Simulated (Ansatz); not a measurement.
BH3OF2: several calculations on one system

Part 1: Relaxation

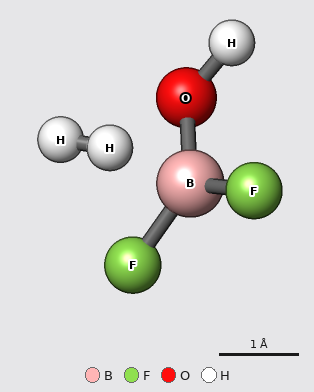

Starting structure of BH₃OF₂. A ball-and-stick model, seen from a free direction.

The run prepares an end point of a later path (reaction) calculation, from a guessed geometry.

Method: RKS r2SCANh/def2-SVP (Ansatz).

Input file:
```yaml
crystal:
  periodic: [false, false, false]
  atoms:
    - { symbol: B, position_ang: [-0.086188, -0.307892, -0.046534] }
    - { symbol: F, position_ang: [0.022662, -0.592229, 1.244379] }
    - { symbol: O, position_ang: [0.959948, -0.393102, -0.884233] }
    - { symbol: H, position_ang: [1.77772, -0.64681, -0.450792] }
    - { symbol: F, position_ang: [-1.272627, 0.012072, -0.52106] }
    - { symbol: H, position_ang: [0.138786, 1.968874, 0.660823] }
    - { symbol: H, position_ang: [0.178001, 1.532687, 1.226717] }
basis:
  gaussian: { orbitals: def2-SVP }
hamiltonian:
  xc: r2scanh
relax:
  f_tol: 0.03
  max_steps: 50
output:
  orbitals: {}
```

Run as
```bash
ansatz run input.yaml --threads 2 --pin off --max-ram 3072MiB --backend cpu --events-out ev --progress --plain --runs-dir out
```

### What does the optimiser find from here?

After 4 accepted moves (5 points after the start) the energy has fallen by 11.0 kJ/mol. The largest force component goes from 1.3 to 0.016 eV/Å. The line search rejected the trial step at point 3 of the run. The largest move after the best rigid fit is that of H7, 0.36 Å. By element the largest moves are H 0.36 Å, F 0.23 Å, B 0.17 Å, O 0.07 Å. Among the contacts that change: H6–H7 0.716 → 0.757 Å.

Final geometry:

```xyz
7

B    -0.1018   -0.4626   -0.1021
F    -0.0042   -0.8122    1.1754
O     0.9620   -0.4543   -0.9201
H     1.7781   -0.7111   -0.4804
F    -1.2867   -0.1302   -0.5709
H     0.1748    2.2879    0.7528
H     0.1962    1.8562    1.3747
```

After the run, drawn alike:

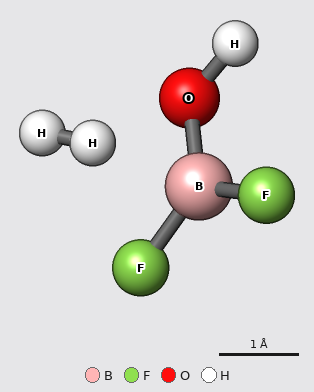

Part 2: Relaxation

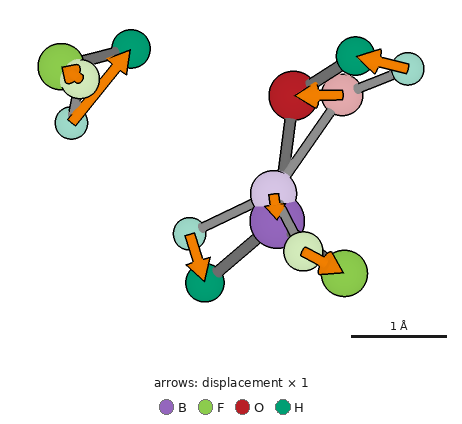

This is a relaxation of BH3OF2. The starting structure is drawn faded, the final one solid; orange arrows show the displacements, at their true length. The two geometries are superimposed by the best rigid fit.

A ball-and-stick model, seen face on.

The run prepares an end point of a later path (reaction) calculation, from a guessed geometry.

Theory: RKS r2SCANh/def2-SVP in Ansatz 0.2.0.

The input:
```yaml
crystal:
  periodic: [false, false, false]
  atoms:
    - { symbol: B, position_ang: [0.093245, 0.420649, -0.389262] }
    - { symbol: F, position_ang: [-0.066858, 0.035484, 2.095651] }
    - { symbol: O, position_ang: [1.314603, -0.082893, -0.633546] }
    - { symbol: H, position_ang: [1.285113, -0.97984, -0.99373] }
    - { symbol: F, position_ang: [-1.003733, -0.250222, -0.722862] }
    - { symbol: H, position_ang: [0.012137, 1.527783, 0.059519] }
    - { symbol: H, position_ang: [0.083793, 0.902639, 1.81353] }
basis:
  gaussian: { orbitals: def2-SVP }
hamiltonian:
  xc: r2scanh
relax:
  f_tol: 0.03
  max_steps: 50
```

Launched with:
```bash
ansatz run input.yaml --threads 2 --pin off --max-ram 3072MiB --backend cpu --events-out ev --progress --plain --runs-dir out
```

### Which element moves most?

Hydrogen: up to 1.00 Å, against 0.54 Å for oxygen.

### Describe the change and its energy.

After 26 accepted moves (32 points after the start) the energy has fallen by 0.121 eV. Largest force component: 0.31 eV/Å at the start, 0.0054 eV/Å at the end. The line search rejected the trial steps at points 3, 7, 9, 14, 18, 31 of the run. The atom that moves furthest after the best rigid fit is H7 (1.00 Å). Largest moves by element: H 1.00 Å, O 0.54 Å, F 0.52 Å, B 0.29 Å. Near-neighbour distances that change, for instance: B1–O3 1.343 → 1.359 Å, F2–H7 0.924 → 0.930 Å, B1–F5 1.328 → 1.324 Å. Among the angles between lasting bonds that change: O3–B1–F5 121.0° → 119.0°.

Part 3: Path

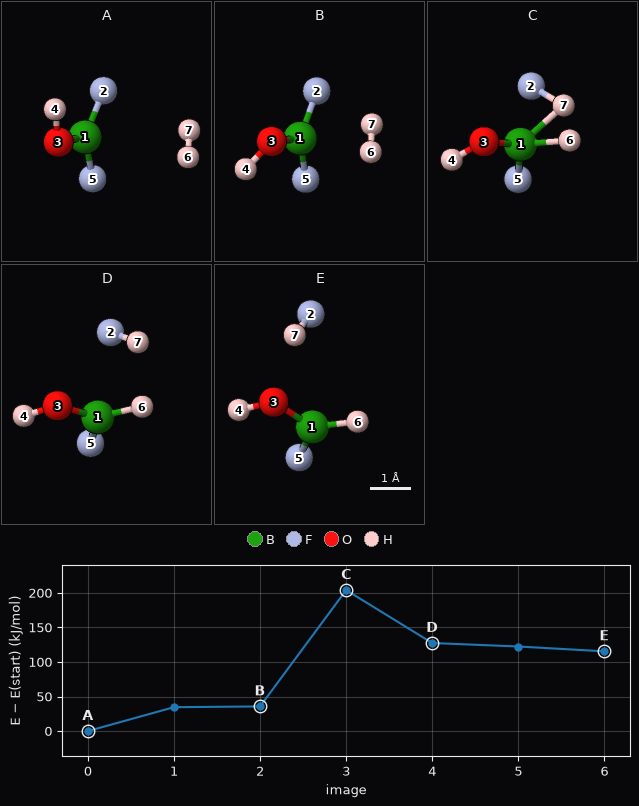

A search for the minimum-energy path of BH$_{3}$OF$_{2}$, made up at the start of BHOF$_{2}$ and H2 by the nudged elastic band. Images are numbered from 0 (start) to 6 (end). Frames A to E are images 0, 2, 3, 4, 6. Style: ball-and-stick. Shown from a free direction.

Theory: Ansatz 0.2.0, RKS r2SCANh/def2-SVP.

The input:
```yaml
crystal:
  periodic: [false, false, false]
  atoms:
    - { symbol: B, position_ang: [-0.10182, -0.463282, -0.10034] }
    - { symbol: F, position_ang: [-0.003394, -0.809997, 1.177915] }
    - { symbol: O, position_ang: [0.961395, -0.456639, -0.919075] }
    - { symbol: H, position_ang: [1.777797, -0.71236, -0.479309] }
    - { symbol: F, position_ang: [-1.287139, -0.132153, -0.569142] }
    - { symbol: H, position_ang: [0.174788, 2.289147, 0.748194] }
    - { symbol: H, position_ang: [0.196676, 1.858883, 1.371056] }
basis:
  gaussian: { orbitals: def2-SVP }
hamiltonian:
  xc: r2scanh
neb:
  order_check: false
  images: 5
  f_tol: 0.05
  max_iterations: 60
  final_atoms:
    - { symbol: B, position_ang: [-0.20492517, 0.59136265, -0.48318225] }
    - { symbol: F, position_ang: [0.34800695, 0.01022145, 2.28613911] }
    - { symbol: O, position_ang: [1.05023428, 0.11753336, -0.26812287] }
    - { symbol: H, position_ang: [1.17718732, -0.77221391, -0.62464264] }
    - { symbol: F, position_ang: [-1.07801494, -0.17030534, -1.12465154] }
    - { symbol: H, position_ang: [-0.49593905, 1.69182332, -0.11653578] }
    - { symbol: H, position_ang: [0.92175361, 0.10517747, 1.56029497] }
  initial_path:
    images:
      - { positions_ang: [[-0.10182, -0.463282, -0.10034], [-0.003394, -0.809997, 1.177915], [0.961395, -0.456639, -0.919075], [1.777797, -0.71236, -0.479309], [-1.287139, -0.132153, -0.569142], [0.174788, 2.289147, 0.748194], [0.196676, 1.858883, 1.371056]] }
      - { positions_ang: [[-0.06815059, -0.30998423, -0.06502784], [0.00231806, -0.5326467, 1.34372308], [1.04562726, -0.3079085, -0.84938134], [1.69037327, -0.79613622, -0.60387943], [-1.24129752, -0.09373219, -0.59419006], [0.13840301, 1.99816461, 0.64988228], [0.15102952, 1.61584222, 1.34817231]] }
      - { positions_ang: [[-0.03448118, -0.15668646, -0.02971568], [0.00803011, -0.25529639, 1.50953116], [1.12985952, -0.15917801, -0.77968767], [1.60294953, -0.87991243, -0.72844987], [-1.19545603, -0.05531138, -0.61923812], [0.10201802, 1.70718222, 0.55157055], [0.10538303, 1.37280145, 1.32528863]] }
      - { positions_ang: [[-0.00081177, -0.00338869, 0.00559649], [0.01374217, 0.02205391, 1.67533924], [1.21409178, -0.01044751, -0.70999401], [1.5155258, -0.96368865, -0.8530203], [-1.14961455, -0.01689057, -0.64428618], [0.06563303, 1.41619983, 0.45325883], [0.05973655, 1.12976067, 1.30240494]] }
      - { positions_ang: [[-0.06884957, 0.19486176, -0.15732976], [0.12516376, 0.01810976, 1.87893919], [1.15947261, 0.03221278, -0.56270363], [1.40274631, -0.89986374, -0.77689442], [-1.12574801, -0.06802882, -0.80440797], [-0.12155766, 1.50807433, 0.26332729], [0.34707557, 0.78823293, 1.38836829]] }
      - { positions_ang: [[-0.13688737, 0.39311221, -0.32025601], [0.23658535, 0.0141656, 2.08253915], [1.10485344, 0.07487307, -0.41541325], [1.28996681, -0.83603883, -0.70076853], [-1.10188148, -0.11916708, -0.96452975], [-0.30874836, 1.59994883, 0.07339576], [0.63441459, 0.4467052, 1.47433163]] }
      - { positions_ang: [[-0.20492517, 0.59136265, -0.48318225], [0.34800695, 0.01022145, 2.28613911], [1.05023428, 0.11753336, -0.26812287], [1.17718732, -0.77221391, -0.62464264], [-1.07801494, -0.17030534, -1.12465154], [-0.49593905, 1.69182332, -0.11653578], [0.92175361, 0.10517747, 1.56029497]] }
```

Launched with:
```bash
ansatz run input.yaml --threads 2 --pin off --max-ram 3072MiB --backend cpu --events-out ev --progress --plain --runs-dir out
```

> Read off the barrier and say what moves.

The highest point, image 3, lies 204.1 kJ/mol above the start and 88.6 kJ/mol above the end; the end is at +115.5 kJ/mol relative to the start. Breaking: B1–F2 (1.33 → 1.65 at the top → 2.88 Å), H6–H7 (0.76 → 1.05 at the top → 2.71 Å). Forming: B1–H6 (2.89 → 1.35 at the top → 1.20 Å), F2–H7 (2.68 → 1.16 at the top → 0.93 Å). The band is converged.

Limits of the set-up: the start holds two separate molecules, 2.7 Å apart at their closest, whose relative position is a soft coordinate and is computed without a dispersion correction.

Cost: 2.2 min on 2 threads of Arm Neoverse V2, with other jobs on the host, peak memory 0.14 GiB.
